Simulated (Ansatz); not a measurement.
# AlClFH2Si (charge -1): inversion of the pyramid at Si3

Aim: the minimum-energy path and barrier of the inversion of the pyramid at Si3. The ends are relaxed first, then joined by a nudged elastic band. SMILES of the start: [F][Al]([SiH2-])[Cl].

All numbers below are computed with Ansatz 0.2.0 (RKS PBE0-D4/def2-SVP).

## (1) The structure to begin with

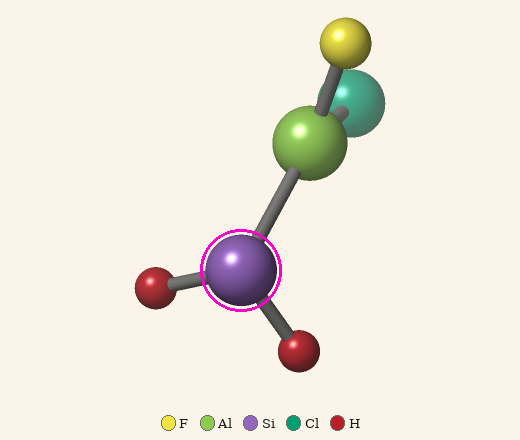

The starting structure, seen from a free direction (fluorine yellow, aluminium green, silicon purple, chlorine teal, hydrogen red). Ringed: Si3.

Structure file:

```xyz
6

F    -0.1126   -2.4548    0.4323
Al   -0.3271   -0.8323   -0.0817
Si    1.0878    0.9005    0.6419
Cl   -2.0926   -1.1206   -1.3558
H     1.4004    1.5700   -0.6959
H     0.0442    1.9371    1.0593
```

## (2) End point A

File input.yaml:

```yaml
crystal:
  periodic: [false, false, false]
  atoms:
    - { symbol: F, position_ang: [-0.11259, -2.45479, 0.4323] }
    - { symbol: Al, position_ang: [-0.32713, -0.83227, -0.08174] }
    - { symbol: Si, position_ang: [1.08777, 0.90049, 0.64185] }
    - { symbol: Cl, position_ang: [-2.09262, -1.12056, -1.35578] }
    - { symbol: H, position_ang: [1.40038, 1.56998, -0.69588] }
    - { symbol: H, position_ang: [0.04419, 1.93714, 1.05925] }
total_charge: -1
basis:
  gaussian: { orbitals: def2-SVP }
hamiltonian:
  xc: pbe0
  dispersion: d4
relax:
  f_tol: 0.015
  max_steps: 40
```

Launch:

```
> ansatz run input.yaml --threads 1 --pin off --max-ram 2048MiB --backend cpu --events-out ev --progress --plain --runs-dir out
```

The program printed, cut to the lines that bear on the results:

```text
Warning: RAYON_NUM_THREADS=1 ignored (pool sized by the plan → 1); use --threads N
[...]
Functional definition: PBE0
[...]
762 factors; integrals over basis functions are off by at most 2.9e-4 eV
[...]
mean field -29727.41224695 eV, -1092.4622501116 hartree, gradient 2.2e-5 eV, S^2 0.000000; 0 other end points of the search recorded, 0 dependent functions left out
[...]
reference -29727.41227578 eV, -1092.4622511711 hartree; 28, 28 occupied and 50, 50 virtual orbitals, 762 factors
relax step   1: F+E_penalty+E_count = -29727.55169490 eV  Δ(F+E_penalty+E_count) = +0.000e0 eV  max|allowed force component| = 8.772e-1 eV/Å  Δτ_max = 0.0000 Å  (25 SCF iters, accepted)
[...]
relax step   4: F+E_penalty+E_count = -29727.66495398 eV  Δ(F+E_penalty+E_count) = -1.296e-2 eV  max|allowed force component| = 3.954e-1 eV/Å  Δτ_max = 0.0319 Å  (29 SCF iters, accepted)
[...]
relax step   7: F+E_penalty+E_count = -29727.69883204 eV  Δ(F+E_penalty+E_count) = -2.035e-3 eV  max|allowed force component| = 5.554e-2 eV/Å  Δτ_max = 0.0301 Å  (28 SCF iters, accepted)
[...]
relax step  10: F+E_penalty+E_count = -29727.69916474 eV  Δ(F+E_penalty+E_count) = -1.057e-4 eV  max|allowed force component| = 1.555e-2 eV/Å  Δτ_max = 0.0092 Å  (24 SCF iters, accepted)
[...]
relax step  13: F+E_penalty+E_count = -29727.70279697 eV  Δ(F+E_penalty+E_count) = -2.050e-3 eV  max|allowed force component| = 2.060e-1 eV/Å  Δτ_max = 0.0991 Å  (28 SCF iters, accepted)
[...]
relax step  14: F+E_penalty+E_count = -29727.70694389 eV  Δ(F+E_penalty+E_count) = -4.147e-3 eV  max|allowed force component| = 1.950e-1 eV/Å  Δτ_max = 0.0423 Å  (28 SCF iters, accepted)
[...]
relax step  15: F+E_penalty+E_count = -29727.72412809 eV  Δ(F+E_penalty+E_count) = -1.718e-2 eV  max|allowed force component| = 3.105e-1 eV/Å  Δτ_max = 0.1945 Å  (29 SCF iters, accepted)
[...]
762 factors; integrals over basis functions are off by at most 3.6e-4 eV
mean field -29727.58032470 eV, -1092.4684268551 hartree, gradient 2.1e-5 eV, S^2 0.000000; 0 other end points of the search recorded, 0 dependent functions left out
[...]
reference -29727.58035309 eV, -1092.4684278984 hartree; 28, 28 occupied and 50, 50 virtual orbitals, 762 factors
```

## (3) The output, continued: end point A relaxed

The log, continued, cut to the lines that bear on the results:

```text
relax step  16: F+E_penalty+E_count = -29727.72468533 eV  Δ(F+E_penalty+E_count) = -5.572e-4 eV  max|allowed force component| = 7.141e-1 eV/Å  Δτ_max = 0.1950 Å  (28 SCF iters, accepted)
[...]
relax step  19: F+E_penalty+E_count = -29727.77614949 eV  Δ(F+E_penalty+E_count) = -1.214e-2 eV  max|allowed force component| = 1.254e-1 eV/Å  Δτ_max = 0.0936 Å  (29 SCF iters, accepted)
[...]
relax step  22: F+E_penalty+E_count = -29727.79809143 eV  Δ(F+E_penalty+E_count) = -4.215e-3 eV  max|allowed force component| = 2.182e-1 eV/Å  Δτ_max = 0.0172 Å  (25 SCF iters, accepted)
[...]
relax step  25: F+E_penalty+E_count = -29727.81425801 eV  Δ(F+E_penalty+E_count) = -5.919e-3 eV  max|allowed force component| = 5.624e-2 eV/Å  Δτ_max = 0.0777 Å  (29 SCF iters, accepted)
[...]
762 factors; integrals over basis functions are off by at most 3.3e-4 eV
mean field -29727.67468335 eV, -1092.4718944713 hartree, gradient 7.6e-6 eV, S^2 0.000000; 1 other end points of the search recorded, 0 dependent functions left out
[...]
reference -29727.67471175 eV, -1092.4718955151 hartree; 28, 28 occupied and 50, 50 virtual orbitals, 762 factors
Total energy: -29727.81691910 eV, -1092.4771215388 hartree
Atom 0 at     0.286609    -2.299026    -0.419457 Å, force    -0.001519     0.003866    -0.000739 eV/Å
Atom 1 at    -0.373106    -0.767037    -0.099760 Å, force    -0.001902    -0.011099    -0.002695 eV/Å
Atom 2 at     0.720422     1.076599     0.963145 Å, force     0.003088     0.010169    -0.007606 eV/Å
Atom 3 at    -2.507488    -1.003503    -0.524423 Å, force     0.001529     0.000941     0.001109 eV/Å
Atom 4 at     1.923939     0.921526     0.008589 Å, force    -0.002871    -0.001439     0.005602 eV/Å
Atom 5 at    -0.050377     2.071431     0.071907 Å, force     0.001676    -0.002438     0.004330 eV/Å
Dipole moment:    -0.506408    -0.534421    -0.359203 e Å
```

Wall time 2.8 min (1 thread of Intel Xeon at 2.50GHz (Skylake/Cascade Lake), shared host); peak memory 0.18 GiB.

The steps of the relaxation:

| step | energy from step 1 (eV) | largest force component (eV/Å) |
| --- | --- | --- |
| 1 | 0.0000 | 0.8772 |
| 2 | -0.0409 | 0.6018 |
| 3 | -0.1003 | 0.7105 |
| 4 | -0.1133 | 0.3954 |
| 5 | -0.1319 | 0.1102 |
| 6 | -0.1451 | 0.1213 |
| 7 | -0.1471 | 0.0555 |
| 8 | -0.1473 | 0.0112 |
| 9 | -0.1474 | 0.0106 |
| 10 | -0.1475 | 0.0156 |
| 11x | -0.1444 | 0.3125 |
| 12 | -0.1491 | 0.0427 |
| 13 | -0.1511 | 0.2060 |
| 14 | -0.1552 | 0.1950 |
| 15 | -0.1724 | 0.3105 |
| 16 | -0.1730 | 0.7141 |
| 17 | -0.1922 | 0.4677 |
| 18 | -0.2123 | 0.5288 |
| 19 | -0.2245 | 0.1254 |
| 20 | -0.2333 | 0.0921 |
| 21 | -0.2422 | 0.2461 |
| 22 | -0.2464 | 0.2182 |
| 23 | -0.2566 | 0.1969 |
| 24x | -0.2438 | 0.3882 |
| 25 | -0.2626 | 0.0562 |
| 26 | -0.2645 | 0.0778 |
| 27 | -0.2651 | 0.0237 |
| 28 | -0.2652 | 0.0111 |

Step 1 is the start. 2 steps were tried and not accepted (11, 24; marked x where the table lists them).

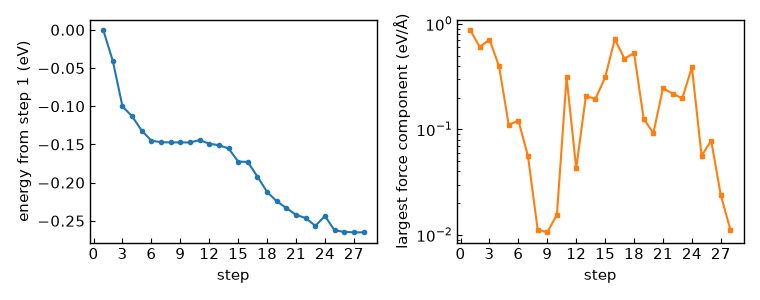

Energy and largest force along the relaxation.

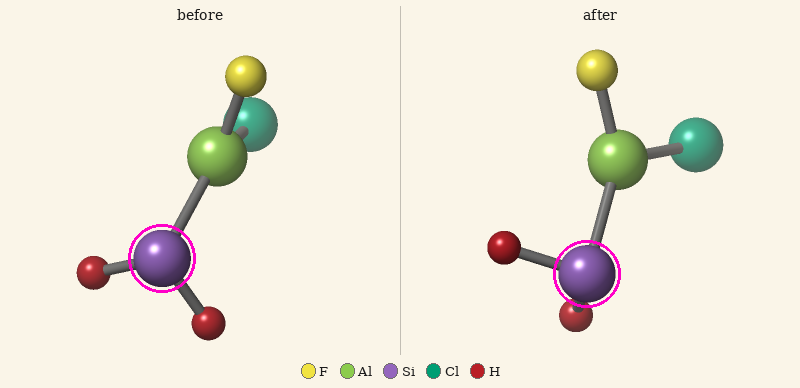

The structure before (left) and after (right), drawn at the same scale.

After: Bond lengths: F1–Al2 1.698 Å, Al2–Si3 2.393 Å, Al2–Cl4 2.189 Å, Si3–H5 1.544 Å, Si3–H6 1.542 Å. Angles: F1–Al2–Si3 127.0°, F1–Al2–Cl4 104.2°, Si3–Al2–Cl4 128.0°, Al2–Si3–H5 90.2°, Al2–Si3–H6 90.7°, H5–Si3–H6 95.6°.

## (4) Relaxing end B

The second end starts from a geometry with the move made by hand.

Edit input.yaml of step 2 so:

```diff
@@ -7,4 +7,4 @@
     - { symbol: Cl, position_ang: [-2.09262, -1.12056, -1.35578] }
-    - { symbol: H, position_ang: [1.40038, 1.56998, -0.69588] }
-    - { symbol: H, position_ang: [0.04419, 1.93714, 1.05925] }
+    - { symbol: H, position_ang: [2.45146, 0.25933, 0.38743] }
+    - { symbol: H, position_ang: [1.09808, 0.62299, 2.14545] }
 total_charge: -1
```

Launch:

```
> ansatz run input.yaml --threads 1 --pin off --max-ram 2048MiB --backend cpu --events-out ev --progress --plain --runs-dir out
```

The program printed, cut to the lines that bear on the results:

```text
Warning: RAYON_NUM_THREADS=1 ignored (pool sized by the plan → 1); use --threads N
[...]
[... 1 set-up line as earlier in the session ...]
[...]
762 factors; integrals over basis functions are off by at most 2.9e-4 eV
[...]
mean field -29727.24390041 eV, -1092.4560634904 hartree, gradient 2.9e-5 eV, S^2 0.000000; 0 other end points of the search recorded, 0 dependent functions left out
[...]
reference -29727.24392965 eV, -1092.4560645651 hartree; 28, 28 occupied and 50, 50 virtual orbitals, 762 factors
relax step   1: F+E_penalty+E_count = -29727.38251682 eV  Δ(F+E_penalty+E_count) = +0.000e0 eV  max|allowed force component| = 1.726e0 eV/Å  Δτ_max = 0.0000 Å  (25 SCF iters, accepted)
[...]
relax step   5: F+E_penalty+E_count = -29727.68149661 eV  Δ(F+E_penalty+E_count) = +2.534e-4 eV  max|allowed force component| = 5.509e-1 eV/Å  Δτ_max = 0.0359 Å  (29 SCF iters, rejected (line search))
[...]
relax step   9: F+E_penalty+E_count = -29727.69052712 eV  Δ(F+E_penalty+E_count) = +7.347e-5 eV  max|allowed force component| = 2.701e-2 eV/Å  Δτ_max = 0.0155 Å  (28 SCF iters, rejected (line search))
[...]
relax step  13: F+E_penalty+E_count = -29727.69087239 eV  Δ(F+E_penalty+E_count) = -9.845e-5 eV  max|allowed force component| = 1.183e-2 eV/Å  Δτ_max = 0.0171 Å  (24 SCF iters, accepted)
[...]
relax step  16: F+E_penalty+E_count = -29727.69298364 eV  Δ(F+E_penalty+E_count) = -1.291e-3 eV  max|allowed force component| = 5.695e-2 eV/Å  Δτ_max = 0.0385 Å  (28 SCF iters, accepted)
[...]
relax step  17: F+E_penalty+E_count = -29727.69528915 eV  Δ(F+E_penalty+E_count) = -2.306e-3 eV  max|allowed force component| = 9.527e-2 eV/Å  Δτ_max = 0.0444 Å  (29 SCF iters, accepted)
[...]
```

## (5) The output, continued: end point B relaxed

Output, continued, cut to the lines that bear on the results:

```text
762 factors; integrals over basis functions are off by at most 3.0e-4 eV
mean field -29727.55697807 eV, -1092.4675688821 hartree, gradient 2.1e-5 eV, S^2 0.000000; 0 other end points of the search recorded, 0 dependent functions left out
[...]
reference -29727.55700714 eV, -1092.4675699506 hartree; 28, 28 occupied and 50, 50 virtual orbitals, 762 factors
relax step  18: F+E_penalty+E_count = -29727.69872026 eV  Δ(F+E_penalty+E_count) = -3.431e-3 eV  max|allowed force component| = 1.303e-1 eV/Å  Δτ_max = 0.0471 Å  (28 SCF iters, accepted)
[...]
relax step  21: F+E_penalty+E_count = -29727.74202818 eV  Δ(F+E_penalty+E_count) = -1.498e-2 eV  max|allowed force component| = 4.121e-1 eV/Å  Δτ_max = 0.1992 Å  (28 SCF iters, accepted)
[...]
762 factors; integrals over basis functions are off by at most 3.5e-4 eV
mean field -29727.67460825 eV, -1092.4718917118 hartree, gradient 5.2e-5 eV, S^2 0.000000; 1 other end points of the search recorded, 0 dependent functions left out
[...]
reference -29727.67463710 eV, -1092.4718927719 hartree; 28, 28 occupied and 50, 50 virtual orbitals, 762 factors
Total energy: -29727.81689707 eV, -1092.4771207292 hartree
Atom 0 at     0.316268    -2.616894    -0.537497 Å, force    -0.002014     0.013395     0.003018 eV/Å
Atom 1 at    -0.086195    -1.031271    -0.080006 Å, force    -0.008626    -0.007764    -0.001373 eV/Å
Atom 2 at     1.418642     0.773330     0.374109 Å, force     0.000945    -0.001558    -0.001315 eV/Å
Atom 3 at    -2.253823    -0.921798    -0.368541 Å, force     0.006939    -0.003976    -0.001295 eV/Å
Atom 4 at     2.239324    -0.134674     1.314352 Å, force     0.000432    -0.000077     0.000545 eV/Å
Atom 5 at     0.470754     1.306497     1.467094 Å, force     0.002323    -0.000019     0.000421 eV/Å
Dipole moment:    -0.629496    -0.504057    -0.134828 e Å
```

Wall time 3 min (1 thread of Intel Xeon at 2.50GHz (Skylake/Cascade Lake), shared host); peak memory 0.18 GiB.

The steps of the relaxation:

| step | energy from step 1 (eV) | largest force component (eV/Å) |
| --- | --- | --- |
| 1 | 0.0000 | 1.7257 |
| 2 | -0.2705 | 0.5292 |
| 3 | -0.2849 | 0.6355 |
| 4 | -0.2992 | 0.4951 |
| 5x | -0.2990 | 0.5509 |
| 6 | -0.3054 | 0.0530 |
| 7 | -0.3067 | 0.0406 |
| 8 | -0.3081 | 0.0301 |
| 9x | -0.3080 | 0.0270 |
| 10 | -0.3082 | 0.0046 |
| 11 | -0.3082 | 0.0047 |
| 12 | -0.3083 | 0.0025 |
| 13 | -0.3084 | 0.0118 |
| 14 | -0.3086 | 0.0205 |
| 15 | -0.3092 | 0.0331 |
| 16 | -0.3105 | 0.0570 |
| 17 | -0.3128 | 0.0953 |
| 18 | -0.3162 | 0.1303 |
| 19 | -0.3217 | 0.4167 |
| 20 | -0.3445 | 0.3636 |
| 21 | -0.3595 | 0.4121 |
| 22 | -0.3850 | 0.4236 |
| 23 | -0.4014 | 0.4136 |
| 24 | -0.4180 | 0.3463 |
| 25 | -0.4238 | 0.4630 |
| 26 | -0.4304 | 0.3654 |
| 27 | -0.4330 | 0.1712 |
| 28 | -0.4343 | 0.0158 |
| 29 | -0.4344 | 0.0134 |

Step 1 is the start. 2 steps were tried and not accepted (5, 9; marked x where the table lists them).

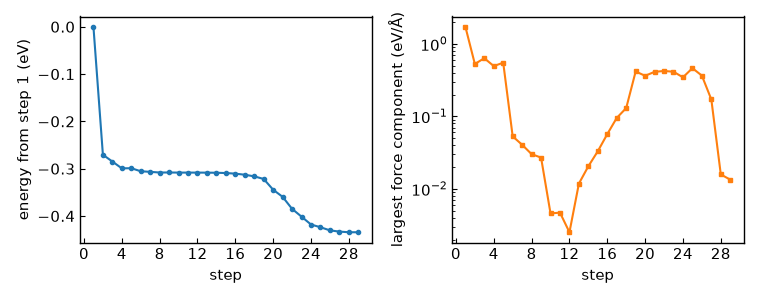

Energy and largest force along the relaxation.

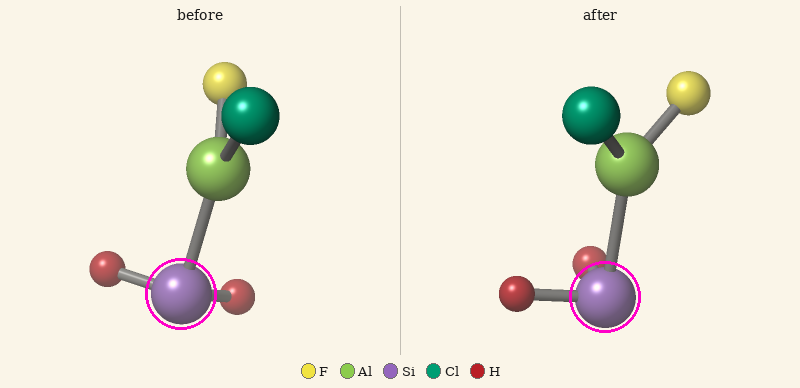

The structure before (left) and after (right), drawn at the same scale.

After: Bond lengths: F1–Al2 1.699 Å, Al2–Si3 2.393 Å, Al2–Cl4 2.189 Å, Si3–H5 1.543 Å, Si3–H6 1.542 Å. Angles: F1–Al2–Si3 127.3°, F1–Al2–Cl4 104.2°, Si3–Al2–Cl4 127.6°, Al2–Si3–H5 90.4°, Al2–Si3–H6 90.5°, H5–Si3–H6 95.7°.

## (6) Nudged elastic band

crystal.atoms is end A as relaxed above, and neb.final_atoms is end B, turned to lie on A. With 5 inner images the band has 7 in all.

File input.yaml:

```yaml
crystal:
  periodic: [false, false, false]
  atoms:
    - { symbol: F, position_ang: [0.286609, -2.299026, -0.419457] }
    - { symbol: Al, position_ang: [-0.373106, -0.767037, -0.09976] }
    - { symbol: Si, position_ang: [0.720422, 1.076599, 0.963145] }
    - { symbol: Cl, position_ang: [-2.507488, -1.003503, -0.524423] }
    - { symbol: H, position_ang: [1.923939, 0.921526, 0.008589] }
    - { symbol: H, position_ang: [-0.050377, 2.071431, 0.071907] }
total_charge: -1
basis:
  gaussian: { orbitals: def2-SVP }
hamiltonian:
  xc: pbe0
  dispersion: d4
neb:
  order_check: false
  images: 5
  f_tol: 0.03
  max_iterations: 58
  initial_path: idpp
  final_atoms:
    - { symbol: F, position_ang: [0.27707344, -2.3158647, -0.34561237] }
    - { symbol: Al, position_ang: [-0.35349691, -0.74127628, -0.25326997] }
    - { symbol: Si, position_ang: [0.86363033, 1.31672588, -0.3560706] }
    - { symbol: Cl, position_ang: [-2.52019346, -1.01988654, -0.40041038] }
    - { symbol: H, position_ang: [1.8499192, 0.79812799, 0.71179531] }
    - { symbol: H, position_ang: [-0.1169336, 1.96216365, 0.64356902] }
```

Launch:

```
> ansatz run input.yaml --threads 1 --pin off --max-ram 2048MiB --backend cpu --events-out ev --progress --plain --runs-dir out
```

The program printed, cut to the lines that bear on the results:

```text
Warning: RAYON_NUM_THREADS=1 ignored (pool sized by the plan → 1); use --threads N
[...]
[... 1 set-up line as earlier in the session ...]
[...]
762 factors; integrals over basis functions are off by at most 2.7e-4 eV
[...]
mean field -29727.67467092 eV, -1092.4718940148 hartree, gradient 3.1e-5 eV, S^2 0.000000; 0 other end points of the search recorded, 0 dependent functions left out
[...]
reference -29727.67469953 eV, -1092.4718950659 hartree; 28, 28 occupied and 50, 50 virtual orbitals, 762 factors
762 factors; integrals over basis functions are off by at most 5.4e-4 eV
[...]
mean field -29727.67460041 eV, -1092.4718914236 hartree, gradient 3.0e-5 eV, S^2 0.000000; 0 other end points of the search recorded, 0 dependent functions left out
[...]
reference -29727.67462903 eV, -1092.4718924752 hartree; 28, 28 occupied and 50, 50 virtual orbitals, 762 factors
[...]
762 factors; integrals over basis functions are off by at most 4.9e-4 eV
[...]
mean field -29727.47828796 eV, -1092.4646770741 hartree, gradient 2.9e-5 eV, S^2 0.000000; 0 other end points of the search recorded, 0 dependent functions left out
[...]
reference -29727.47831584 eV, -1092.4646780987 hartree; 28, 28 occupied and 50, 50 virtual orbitals, 762 factors
NEB iter   1: max|band force component| = 1.057e0 eV/Å  barrier→ = 0.9092 eV  barrier← = 0.9092 eV  Δτ_max = 0.2000 Å  (173 SCF iters)
[...]
NEB iter   2: max|band force component| = 5.383e-1 eV/Å  barrier→ = 0.5183 eV  barrier← = 0.5183 eV  Δτ_max = 0.1064 Å  (144 SCF iters)
[...]
NEB iter   3: max|band force component| = 2.662e-1 eV/Å  barrier→ = 0.4786 eV  barrier← = 0.4785 eV  CI = image 3  Δτ_max = 0.0540 Å  (142 SCF iters)
[...]
762 factors; integrals over basis functions are off by at most 2.9e-4 eV
mean field -29727.63044376 eV, -1092.4702686965 hartree, gradient 2.0e-5 eV, S^2 0.000000; 0 other end points of the search recorded, 0 dependent functions left out
[...]
```

## (7) The output, continued: band between the two ends

Output, continued, cut to the lines that bear on the results:

```text
reference -29727.63047208 eV, -1092.4702697374 hartree; 28, 28 occupied and 50, 50 virtual orbitals, 762 factors
[...]
762 factors; integrals over basis functions are off by at most 2.9e-4 eV
mean field -29727.40903168 eV, -1092.4621319526 hartree, gradient 2.0e-5 eV, S^2 0.000000; 0 other end points of the search recorded, 0 dependent functions left out
[...]
reference -29727.40905961 eV, -1092.4621329792 hartree; 28, 28 occupied and 50, 50 virtual orbitals, 762 factors
[...]
762 factors; integrals over basis functions are off by at most 2.9e-4 eV
[...]
mean field -29727.20136927 eV, -1092.4545004999 hartree, gradient 1.9e-5 eV, S^2 0.000000; 0 other end points of the search recorded, 0 dependent functions left out
[...]
reference -29727.20139673 eV, -1092.4545015089 hartree; 28, 28 occupied and 50, 50 virtual orbitals, 762 factors
[...]
NEB iter   5: max|band force component| = 3.033e-2 eV/Å  barrier→ = 0.4745 eV  barrier← = 0.4744 eV  CI = image 3  Δτ_max = 0.0100 Å  (114 SCF iters)
[...]
NEB iter   6: max|band force component| = 1.699e-2 eV/Å  barrier→ = 0.4744 eV  barrier← = 0.4744 eV  CI = image 3  Δτ_max = 0.0000 Å  (236 SCF iters)
Total energy: -29727.34249214 eV, -1092.4596866697 hartree
Atom 0 at     0.216834    -2.472230    -0.207027 Å, force     0.000306    -0.006656    -0.000572 eV/Å
Atom 1 at    -0.450544    -0.918775    -0.087741 Å, force    -0.009603     0.007559    -0.000019 eV/Å
Atom 2 at     0.670846     1.023531     0.101423 Å, force     0.005662    -0.005310    -0.000417 eV/Å
Atom 3 at    -2.609677    -1.131373    -0.150635 Å, force     0.008220     0.000299     0.000551 eV/Å
Atom 4 at     2.165221     1.135998     0.140981 Å, force     0.002623    -0.000150     0.000394 eV/Å
Atom 5 at     0.007320     2.362838     0.202999 Å, force    -0.007207     0.004258     0.000063 eV/Å
Dipole moment:    -0.456274    -0.420585    -0.045340 e Å
this run last wrote the band of iteration 6 to <dir>
```

It took 3 min on 1 thread of Intel Xeon at 2.50GHz (Skylake/Cascade Lake), shared host; peak memory 0.19 GiB.

[end of part 1 of 2]
